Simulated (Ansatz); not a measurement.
```xyz
12

N    -2.7651   -0.3807    1.1236
N    -0.1957    0.9886    0.7413
N    -0.1001   -1.3052    0.0848
Si   -1.4003   -0.1207    0.1169
Si    1.1053   -0.1759    0.6597
H    -3.6995   -0.4933    0.7478
H    -2.6935   -0.6715    2.0927
H    -2.0039    0.1866   -1.2107
H    -0.2861    1.8917    1.1851
H     2.2083    0.1246   -0.3044
H     1.7573   -0.4991    1.9677
H    -0.0208   -2.1967   -0.3851
```

Geometry: B3LYP-D3(BJ)/def2-SVP.

Computed with isolated molecule in a Gaussian basis; Kohn-Sham density functional theory, functional PBE0 (Ansatz 0.2.0).

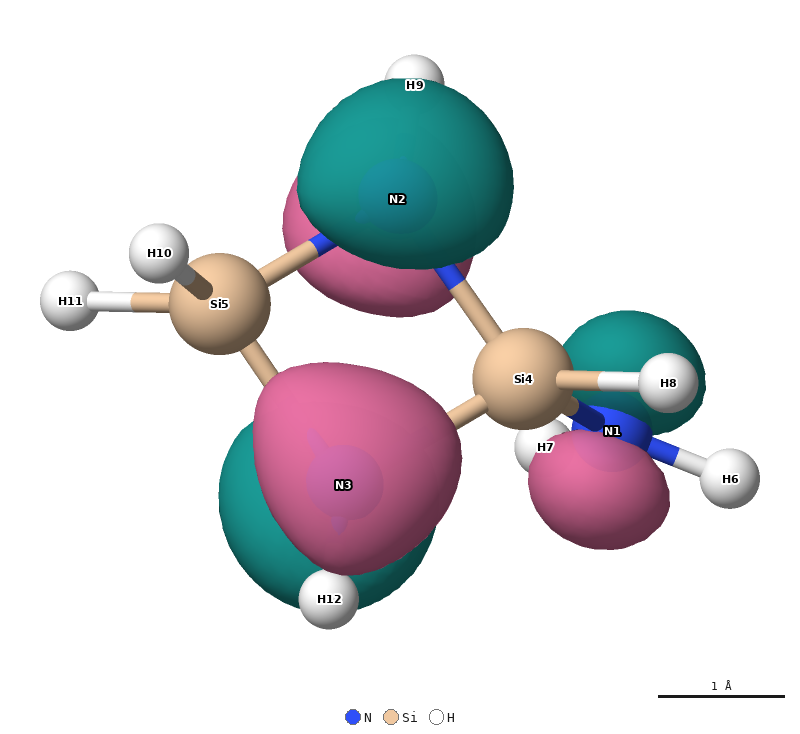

H7N3Si2. The HOMO at ±0.15 Å⁻³ᐟ² (teal and pink are the two phases), seen at a tilt.

Question: Where does this orbital lie, and at what energy?

Answer: Its weight (Hirshfeld) is mainly on N3 (about 35 %), N2 (about 30 %) and N1 (about 10 %); largely a combination of lone pairs on N3, N2 and N1. Its energy is −6.98 eV.
